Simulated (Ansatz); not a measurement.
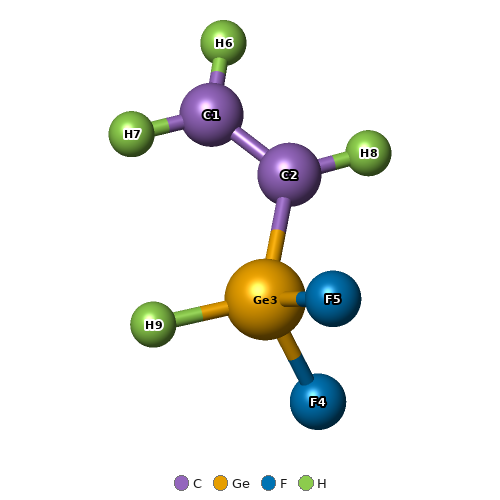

The system is C2H4F2Ge, SMILES C=[CH][GeH]([F])[F]; the picture shows the reference structure. First axis: dihedral H6–C1–C2–Ge3. Second axis: dihedral C1–C2–Ge3–F4. Nothing is relaxed (all other coordinates rigid). The scan uses a 10 × 10 grid. Points are written as (first, second). All energies are given in kcal/mol relative to the relaxed molecule at the same level. The dihedral twists a double bond; near 90° a spin-restricted reference is unreliable. Level of theory: RKS CAM-B3LYP-D4/def2-SVP (Ansatz).

Its coordinates:

```yaml
atoms:
  - { symbol: C, position_ang: [-1.2172, 1.0147, -0.1450] }
  - { symbol: C, position_ang: [-0.2006, 0.3345, -0.6744] }
  - { symbol: Ge, position_ang: [0.8798, -0.8081, 0.4144] }
  - { symbol: F, position_ang: [0.8758, -2.4118, -0.2290] }
  - { symbol: F, position_ang: [2.5388, -0.3400, 0.2949] }
  - { symbol: H, position_ang: [-1.8488, 1.6743, -0.7483] }
  - { symbol: H, position_ang: [-1.4714, 0.9481, 0.9186] }
  - { symbol: H, position_ang: [0.0278, 0.4228, -1.7413] }
  - { symbol: H, position_ang: [0.5044, -0.8807, 1.8928] }
```

Range: dihedral H6–C1–C2–Ge3 from −180 to 144°; dihedral C1–C2–Ge3–F4 from −180 to 144°.

What will the energy surface look like?

The lowest grid point is at (0°, 0°), −0.02 kcal/mol from the relaxed molecule at the same level. The same energy is found at (−180°, 0°); (0°, −108°). Other grid points that lie below all their neighbours: (−180°, −108°) (0 kcal/mol higher). The highest grid point, (−72°, −144°), lies 62 kcal/mol above the lowest.

```
dihedral C1–C2–Ge3–F4 ↓, dihedral H6–C1–C2–Ge3 →  −180  −144  −108  −72  −36  0  36  72  108  144
                                             144     0    16    61   59   15  0  16  61   59   15
                                             108     0    15    59   61   16  0  15  59   61   16
                                              72     1    16    60   61   16  1  16  60   61   16
                                              36     1    17    62   60   15  1  17  62   60   15
                                               0     0    16    61   60   15  0  16  61   60   15
                                             −36     1    16    60   60   16  1  16  60   60   16
                                             −72     1    16    60   60   16  1  16  60   60   16
                                            −108     0    15    60   61   16  0  15  60   61   16
                                            −144     1    15    59   62   17  1  15  59   62   17
                                            −180     1    16    61   60   16  1  16  61   60   16
```

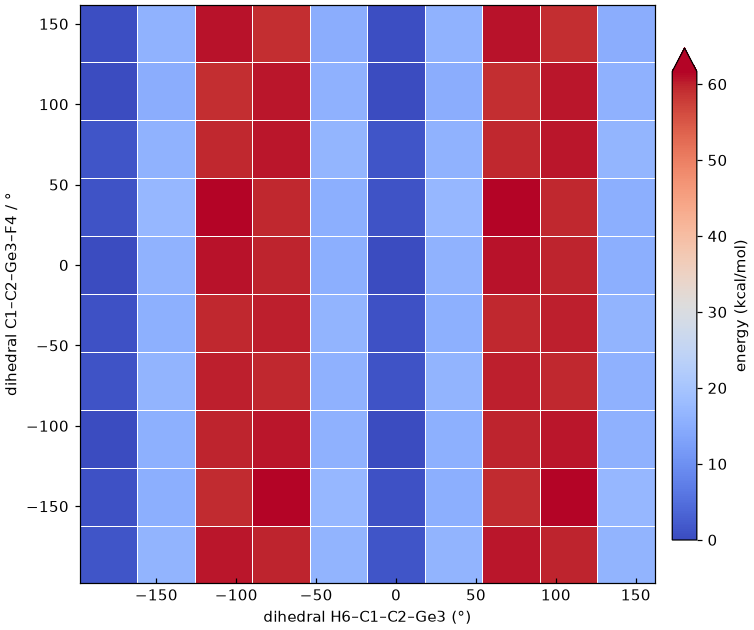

The picture shows one coloured cell a grid point, one colour for all values above the top of the scale.

Each point was launched as `ansatz run input.yaml --threads 1 --pin off --max-ram 2560MiB --backend cpu --events-out ev --progress --plain --runs-dir out`. The whole map (100 points run) took 12 min on 1 thread of Arm Neoverse V1 (shared host).
